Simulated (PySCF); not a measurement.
**CH6GaN (SMILES [CH3][GaH][NH2]): B2PLYP/def2-SVP**

What is the vertical ionisation energy of CH6GaN at B2PLYP/def2-SVP? Input form: a Python script.

Program for the calculation: PySCF 2.14.0.

### Step 1. Starting point

CH6GaN has 9 atoms, charge 0, and is taken as a singlet. As SMILES, `[CH3][GaH][NH2]`. The coordinates come from a PBE0-D4/def2-TZVP relaxation.

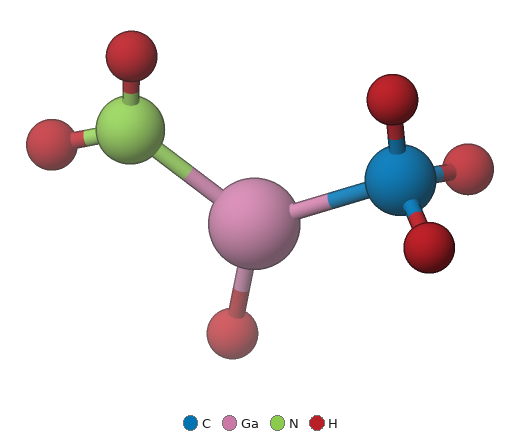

The structure, seen from a chosen angle (carbon blue, gallium pink, nitrogen green, hydrogen red).

### Step 2. The energy at B2PLYP/def2-SVP

Input file calc.py:

```python
# [CH3][GaH][NH2]
from pyscf import gto, dft, mp

mol = gto.M(
    atom='''
C     -0.527423     1.785224    -2.125564
Ga     0.970185    -1.005145    -0.197287
N     -0.128879    -1.526143     3.017515
H     -1.428633     1.073931    -3.842002
H      0.932391     3.122206    -2.712891
H     -1.939426     2.803409    -1.020641
H      3.057388    -2.874840    -1.150276
H      0.522509    -2.903753     4.153051
H     -1.458113    -0.474888     3.878096
''',
    verbose=3,
    unit='bohr',
    max_memory=1860,
    basis='def2-svp',
    spin=0,
)

mf = dft.RKS(mol)
mf.xc = '0.53*HF + 0.47*B88, 0.73*LYP'
mf.conv_tol = 1e-10
mf.grids.level = 1
mf.kernel()
if not mf.converged:
    mf = mf.newton().run(mf.mo_coeff, mf.mo_occ)

pt = mp.MP2(mf, frozen=11).run()
e_tot = mf.e_tot + 0.27 * pt.e_corr
print('PT2 part  %.8f' % (0.27 * pt.e_corr))
print('Final energy', e_tot)
```

The run is started by

```
$ OMP_NUM_THREADS=1 python calc.py
```

Output:

```text
converged SCF energy = -2020.35785610343
E(RMP2) = -2021.02170277983  E_corr = -0.663846676403066
E(SCS-RMP2) = -2021.00188506701  E_corr = -0.644028963578669
PT2 part  -0.17923860
Final energy -2020.5370947060603
```

It took 4.5 s on 1 thread of Intel Xeon Platinum 8488C (Sapphire Rapids), shared host; peak memory 0.29 GiB.

### Step 3. The doublet cation at the same level

calc.py, as its differences from that of step 2:

```diff
@@ -1,5 +1,4 @@
-# [CH3][GaH][NH2]
 from pyscf import gto, dft, mp
 
-mol = gto.M(
+molecule = gto.M(
     atom='''
@@ -15,13 +14,13 @@
 ''',
+    basis='def2-svp',
+    spin=1,
+    charge=1,
     verbose=3,
+    max_memory=1860,
     unit='bohr',
-    max_memory=1860,
-    basis='def2-svp',
-    spin=0,
 )
 
-mf = dft.RKS(mol)
-mf.xc = '0.53*HF + 0.47*B88, 0.73*LYP'
+mf = dft.UKS(molecule, xc='0.53*HF + 0.47*B88, 0.73*LYP')
+mf.grids.level = 1
 mf.conv_tol = 1e-10
-mf.grids.level = 1
 mf.kernel()
```

The run is started by

```
$ OMP_NUM_THREADS=1 python calc.py
```

Output:

```text
converged SCF energy = -2020.03197790098  <S^2> = 0.75460681  2S+1 = 2.0046015
E(UMP2) = -2020.63011242833  E_corr = -0.59813452734524
E(SCS-UMP2) = -2020.61471214646  E_corr = -0.582734245477001
PT2 part  -0.16149632
Final energy -2020.1934742233661
```

Run time: 5.7 s. Hardware: 1 thread of Intel Xeon Platinum 8488C (Sapphire Rapids), shared host; peak memory 0.29 GiB.

### Step 4. Outcome

At B2PLYP/def2-SVP, 11 core orbitals frozen:

```
                                                                quantity           value
                                            singlet CH6GaN: total energy  -2020.53709 Eh
                                singlet CH6GaN: dipole moment (SCF part)          0.90 D
                       singlet CH6GaN: HOMO energy (SCF part's orbitals)        -8.25 eV
                       singlet CH6GaN: LUMO energy (SCF part's orbitals)         0.92 eV
                     singlet CH6GaN: HOMO–LUMO gap (SCF part's orbitals)         9.17 eV
                                            doublet cation: total energy  -2020.19347 Eh
doublet cation: HOMO energy (SCF part's orbitals) (highest over α and β)       -14.19 eV
 doublet cation: LUMO energy (SCF part's orbitals) (lowest over α and β)        -9.72 eV
                                                    doublet cation: ⟨S²⟩           0.755
                      vertical ionisation energy (to the doublet cation)        9.350 eV
```

In words: Removing an electron at fixed nuclei costs 9.35 eV (216 kcal/mol). −ε(HOMO) before ionisation, 8.25 eV, is 1.10 eV below this ionisation energy. Mulliken charges (doublet cation) run from -0.28 on C1 to +0.60 on Ga2.
